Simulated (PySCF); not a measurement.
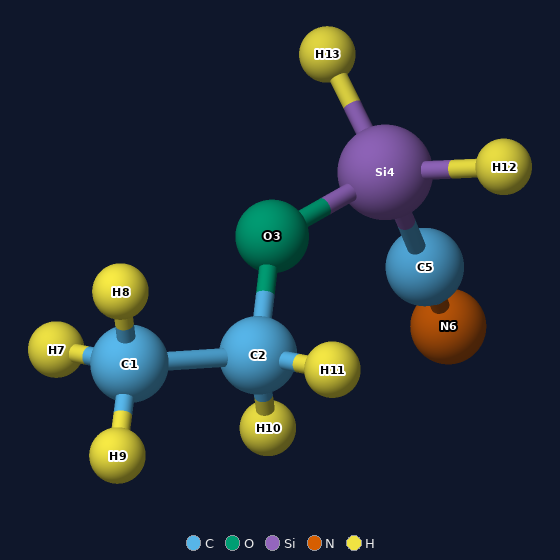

Geometry used (C₃H₇NOSi, SMILES CCO[SiH2]C#N).

GIAO shifts, PBE0/pcSseg-1 with PySCF 2.14.0, at a GFN2-xTB geometry (no frequency check), against H₂O for ¹⁷O computed at the same level (¹⁷O: a single water molecule, while the usual scale starts at liquid water and gives values some tens of ppm lower). Gas phase, fully decoupled, line heights follow the number of nuclei, widths are arbitrary (no quadrupolar broadening); values of one conformer, averaged over nuclei that symmetry, rotation about single bonds or inversion at nitrogen exchange, these motions taken as fast; other conformers aren't averaged in.

### Which ¹⁷O signals does it give?

1 signal.


```
δ (ppm)  nuclei  atoms
   33.0       1     O3
```

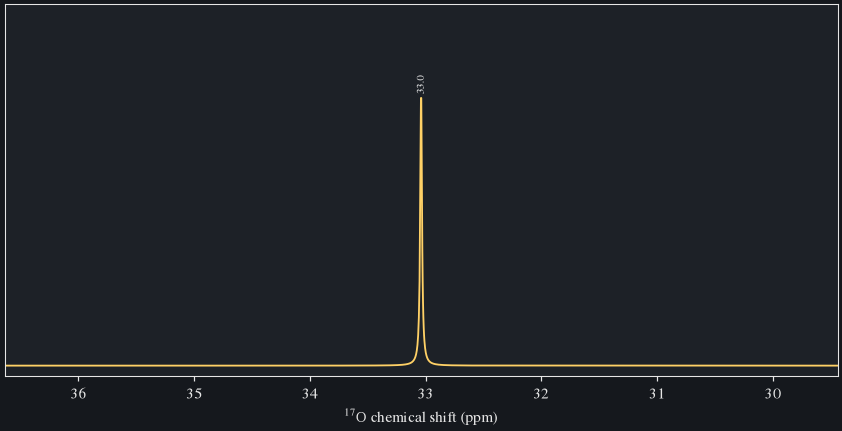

Known limits of this run: the tight-binding geometry is rougher than a DFT one and adds to the error.
